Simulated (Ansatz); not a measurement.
CH₅MoNO₂

The calculation's input:

```
crystal:
  periodic: [false, false, false]
  atoms:
    - {symbol: C, position_ang: [-1.528527, -0.243859, 0.008962]}
    - {symbol: Mo, position_ang: [0.398333, 0.375611, -0.579411]}
    - {symbol: N, position_ang: [1.623366, -0.195832, 0.787862]}
    - {symbol: O, position_ang: [0.693380, -0.377793, -2.052543]}
    - {symbol: O, position_ang: [0.323892, 2.049829, -0.706845]}
    - {symbol: H, position_ang: [-1.789149, 0.216674, 0.964796]}
    - {symbol: H, position_ang: [-1.553759, -1.331840, 0.105336]}
    - {symbol: H, position_ang: [-2.253633, 0.065768, -0.747461]}
    - {symbol: H, position_ang: [1.974748, 0.416358, 1.510930]}
    - {symbol: H, position_ang: [2.194351, -1.026014, 0.711375]}
basis:
  gaussian: {orbitals: def2-TZVPP}
hamiltonian: {xc: pbe0, dispersion: d4}
output: {orbitals: {seedname: orbitals}}
```

Launched as:

```sh
ansatz run in.yaml --threads 4 --pin off --events-out ev --progress --plain --max-ram 10444MiB
```

Geometry: PBE0-D4/def2-TZVP; core potentials replace the inner electrons of Mo.

The calculation used RKS PBE0-D4/def2-TZVPP in Ansatz 0.2.0.

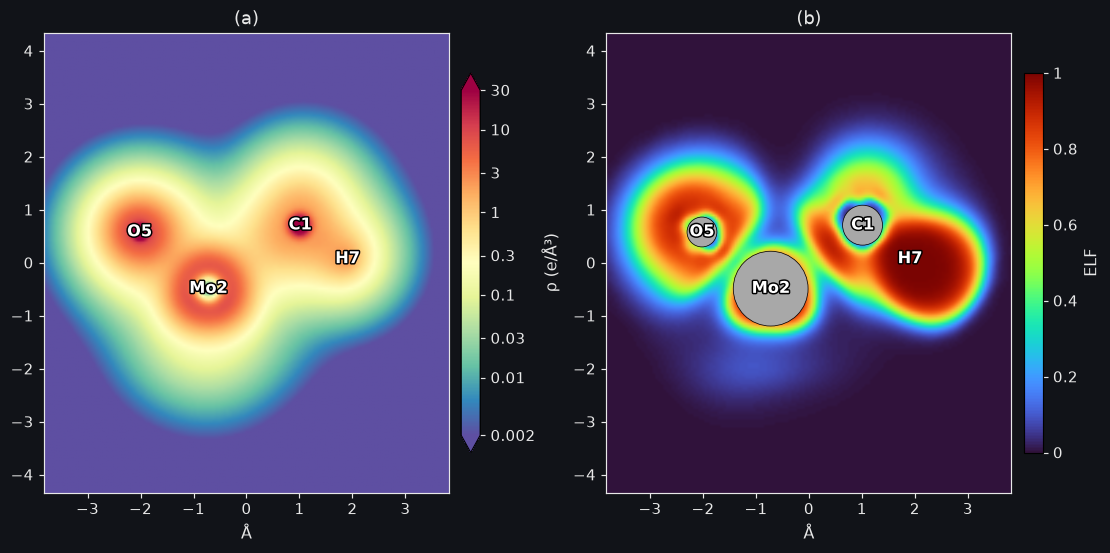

Figure 1. (a) electron density; (b) electron localisation function on the plane of atoms C1, Mo2 and O5. Grey discs cover the atomic cores in the ELF map.

### What do the fields say about this system?

Atoms in the plane: C, Mo, O and H.
Mo–O (1.68 Å): ρ at the midpoint is about 2 e/Å³; the ELF peaks at about 0.80 in the valence shell of O, 0.5 Å from its nucleus, and is about 0.40 at the midpoint.
C–Mo (2.11 Å): ρ is about 0.91 e/Å³ halfway; the ELF peaks at about 0.90 in the valence shell of C, 0.7 Å from its nucleus, and is about 0.55 at the midpoint.
C–H (1.09 Å): ρ at the midpoint is about 2 e/Å³; the ELF climbs to about 1 towards the hydrogen, as it does in any bond to H; a covalent bond by its length.

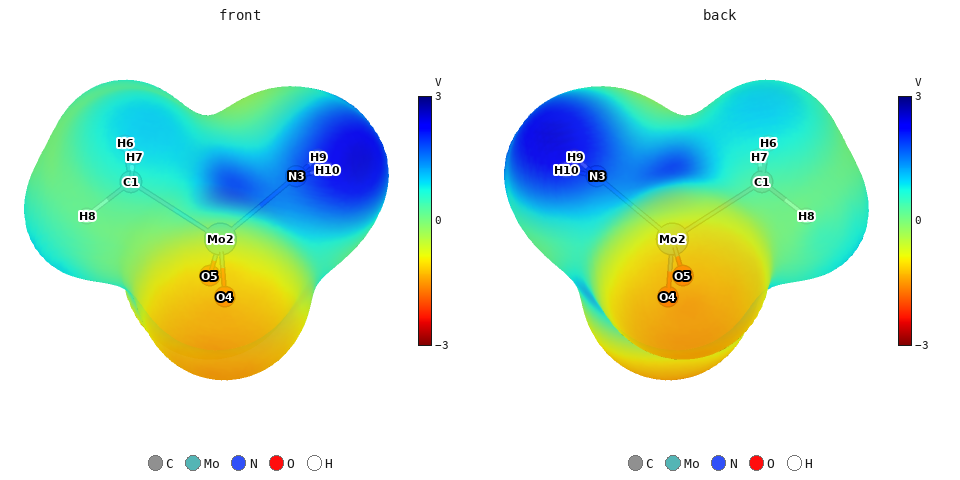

Figure 2. The electrostatic potential painted on the density surface at 0.002 e/bohr³, seen from the front and from behind; the colour scale runs from red (negative) to blue (positive).

### Which sites attract a positive test charge, and which a negative one?

A positive charge is drawn to the negative regions and a negative charge to the positive ones. The most negative region (about −1.5 V, or −35 kcal/mol for a unit charge) lies over O4 and O5, the most positive (about +2.5 V, or +58 kcal/mol for a unit charge) over H9 and H10.

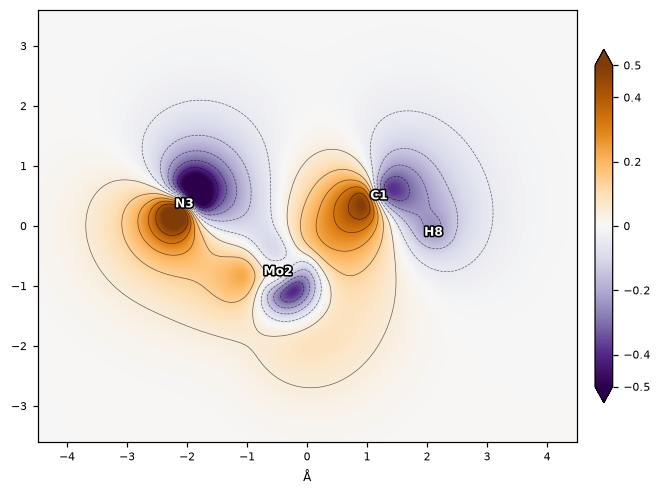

Figure 3. The HOMO−1 on the plane of atoms Mo2, C1 and H8 (values in Å⁻³ᐟ²; the overall sign is arbitrary).

### What is the character of this orbital?

It lies mainly on N3 (about 25 %), O4 (about 20 %), O5 (about 20 %), Mo2 (about 15 %) and C1 (about 15 %). Its energy is −8.72 eV.

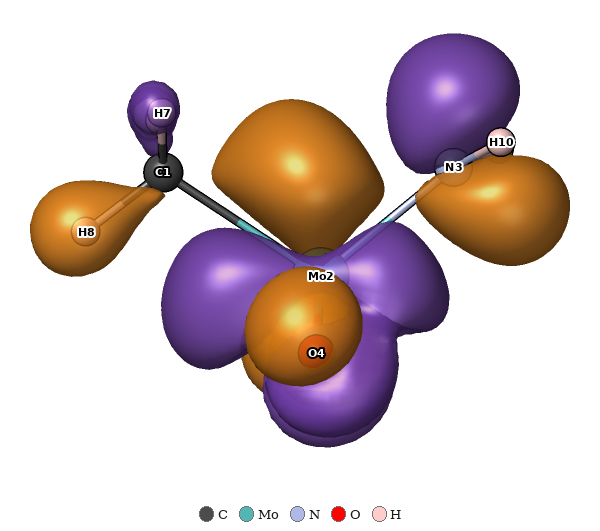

Figure 4. One frontier orbital at ±0.08 Å⁻³ᐟ² (orange and purple are the two phases), seen across its widest extent.

### Which orbital is it: HOMO or LUMO?

The LUMO, at −2.05 eV. Its weight (Hirshfeld) is mainly on Mo2 (about 60 %), N3 (about 15 %), O4 (about 10 %) and O5 (about 10 %).
